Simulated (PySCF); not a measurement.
```xyz
14

O    -0.6253    0.5124    2.1432
C    -0.9241   -0.0563    1.1396
C    -1.9598    0.2997    0.0957
S    -1.0503   -0.6830   -1.1935
O    -0.0303    0.1955   -1.7716
C    -0.2705   -1.2292    0.4425
S     1.5053   -1.3315    0.4135
Si    2.0947    0.5697   -0.4999
H    -2.9294   -0.1525    0.2877
H    -2.0704    1.3616   -0.1099
H    -0.6704   -2.1940    0.7484
H     2.3752    0.3890   -1.9097
H     1.1884    1.5958   -0.0180
H     3.3663    0.7222    0.2099
```

Geometry: GFN2-xTB.

Computed with PySCF, CAM-B3LYP/def2-SVPD, SCF density, gas phase.

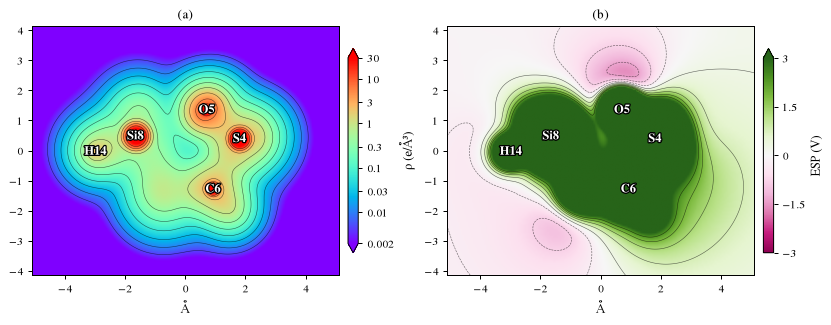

C3H6O2S2Si. (a) total electron density; (b) electrostatic potential on the plane of atoms O5, S4 and C6.

### Describe what can be read from this map.

The plane passes through S, O, C, Si and H nuclei.
S–O (1.47 Å): ρ at the midpoint is about 2.2 e/Å³.
Outside the dense part of the molecule the potential is most negative (−1.6 V) near O5.
